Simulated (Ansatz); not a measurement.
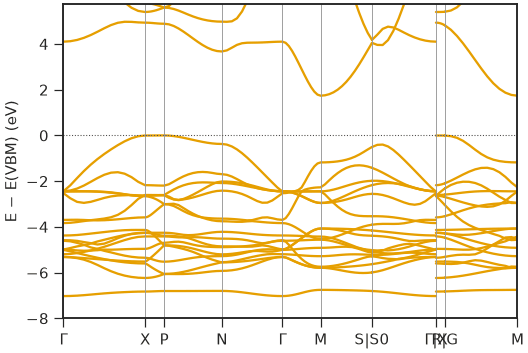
Band structure from DFT-r²SCAN+D4 in the program Ansatz with PAW potentials

Task: Read off the gap and where the band edges lie.

Result: About 1.7 eV (1.74 eV by a search for the band edges); maximum at P, minimum at M.

Task: Pick the material that matches.
(A) HCl, I4/mmm (H on 2a, Cl on 2b)
(B) HgF, I4/mmm (Hg on 4e, F on 4e)
(C) Cu2WSe4, I-42m (Cu on 4c, W on 2a, Se on 8i)
(D) PbF4, I4/mmm (Pb on 2a, F on 4e, F on 4c)

Result: B, HgF, I4/mmm (Hg on 4e, F on 4e)

The first step of the workflow began from a Materials Project structure, measured or hypothetical; the Crystallography Open Database files this formula in space group No. 139, but the cells were not matched. Its standing as an ambient phase is unchecked. The r²SCAN+D4 relaxation kept the symmetry of its start; its stability against distortions is not shown here. Scalar-relativistic: spin–orbit coupling is off unless named, which matters more the heavier the elements.

Potentials: the later of the program's two PAW sets.
